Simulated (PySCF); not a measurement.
# O₃, SMILES `O=[O+][O-]`: electronic structure

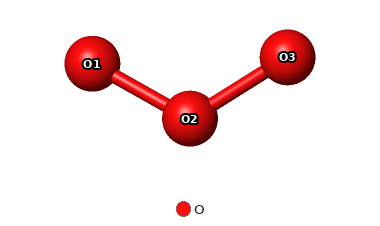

The molecule, with its atoms numbered as below. No frequency check shows the geometry to be a minimum.

Cartesian coordinates (Å):

```
O1       1.0725   -0.2049    0.0000
O2       0.0000    0.4098    0.0000
O3      -1.0725   -0.2049    0.0000
```

Part 1: Bonding charge

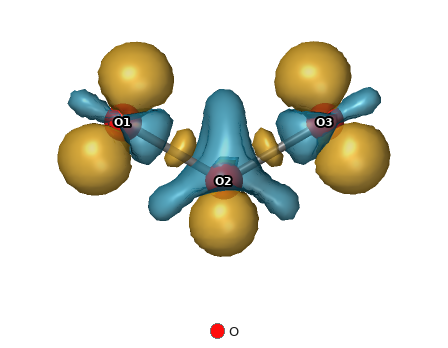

Deformation density (molecule less spherical, spin-averaged free atoms at the same positions), surfaces at ±0.11 e/Å³; yellow: gain, teal: loss.

Level of theory: r2SCAN/def2-TZVP (PySCF), at a geometry from GFN2-xTB. This is a single-reference result, which may miss multireference character in this system.

Describe the bonding that the map shows.

Answer. O1–O2 and O2–O3: +0.22 e/Å³ at the bond critical point (bond length 1.24 Å, Mayer order 1.3). In all, 0.8 electrons gather in the regions of gain relative to the promolecule.

Where do the Hirshfeld charges lie?

Answer. The highest Hirshfeld charge is on O2 (+0.20 e), the lowest on O1 and O3 (−0.10 e).

```csv
atom,charge (e)
O1,−0.10
O2,+0.20
O3,−0.10
```

Part 2: Bond critical points

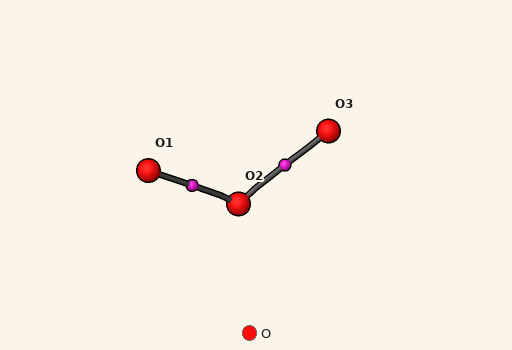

Molecular graph of the electron density (QTAIM): bond paths, bond critical points (magenta), ring points (cyan, if any); weak paths are dashed.

How many critical points of each kind are there, and does the count close?

Answer. 3 nuclei, 2 bond, 0 ring and 0 cage critical points: 3 − 2 + 0 − 0 = 1, as the Poincaré–Hopf relation requires.

What does the calculation give at each kind of bond critical point?

Answer.
```tsv
bond	length (Å)	ρ (a.u.)	∇²ρ (a.u.)	ε	H (a.u.)
O1–O2 (2 alike)	1.236	0.496	−0.54	0.06	−0.615
```

What kind of interaction is O1–O2?

Answer. Shared-shell (covalent): ρ = 0.496, ∇²ρ = −0.54, H = −0.615 a.u.

Part 3: Electrostatic potential

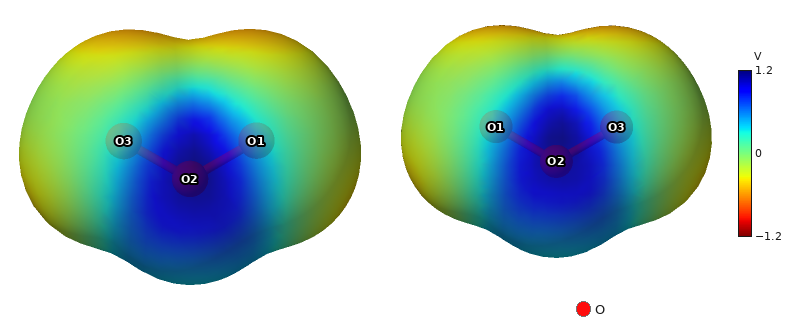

Electrostatic potential on the surface of electron density 0.001 a.u. (back view left, front view right).

Where are the extremes of the potential on the surface?

Answer. Highest: 1.18 V, off the molecular plane, over O2 (1.7 Å), and at like points elsewhere. Lowest: −0.55 V, 1.8 Å from O1, and at like points elsewhere. Further minima include −0.40 V, 1.8 Å from O1, and at like points elsewhere; 0.37 V, 1.7 Å from O2. The surface is sampled at points, so like sites can differ by a few per cent and only the strongest of them is named.

What volume does the surface enclose, and what is the dipole moment?

Answer. About 45 Å³; the dipole moment is 0.6 D.

Part 4: Localised orbitals

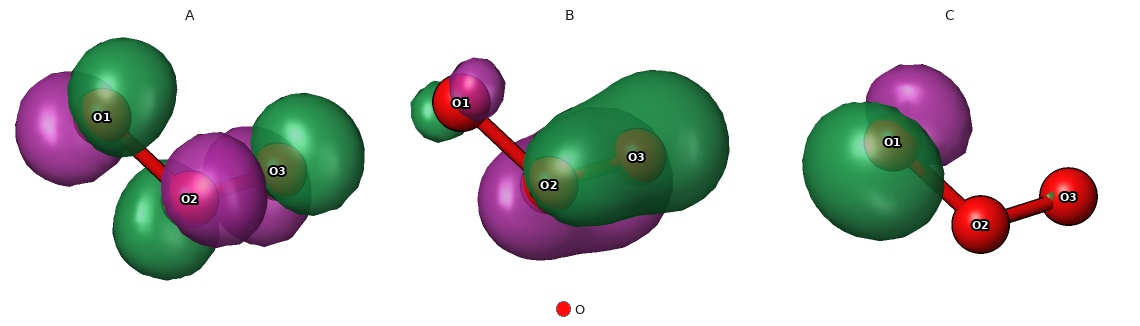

Intrinsic bond orbitals (IBO), occupied and valence-virtual; each surface holds about 80 % of the orbital's density. Energies are diagonal elements of the Fock matrix.

PySCF calculation, PBE0/def2-TZVP, gas phase; geometry: GFN2-xTB.

What does each orbital represent in a Lewis picture?

Answer. By panel:
- A: delocalised π* orbital mainly over O2, O1 and O3 (O2 34 %, O1 33 %, O3 33 %; −4.6 eV)
- B: π bond O3–O2 (O3 62 %, O2 33 %, O1 4 %; −13.9 eV)
- C: lone pair on O1 (sp13.3-type) (O1 97 %; −11.9 eV)

How do all the valence pairs divide up?

Answer. 9 pairs: 5 lone pairs, 2 σ bonds and 2 two-centre π bonds.

Part 5: The π system

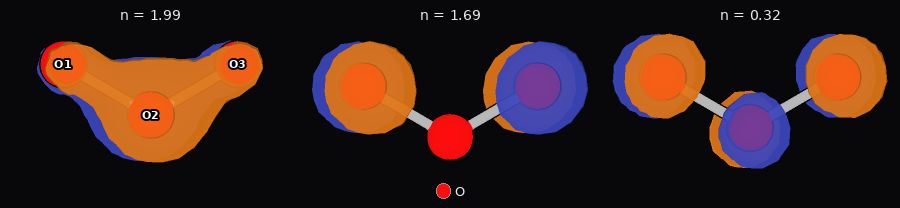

Natural orbitals of the π active space, CASSCF(4,3), singlet state, in order of falling occupation.

PySCF calculation, def2-TZVP basis, gas phase; geometry: GFN2-xTB.

How multiconfigurational is the state?

Answer. The leading determinant weighs 0.84; the effective number of unpaired electrons, Σ n²(2−n)², is 0.55; the most occupied of the weakly occupied orbitals holds 0.32 e, some diradical character. The active space lowers the energy by 2.34 eV against Hartree–Fock.

Where does the lowest triplet lie relative to the singlet, at this geometry and within this active space?

Answer. 2.58 eV above it by strongly contracted NEVPT2 (+1.33 eV by CASSCF); a small basis tends to put such gaps a few tenths of an eV too high. This is a vertical energy for π states alone; a state that uses lone pairs or σ orbitals may lie lower.
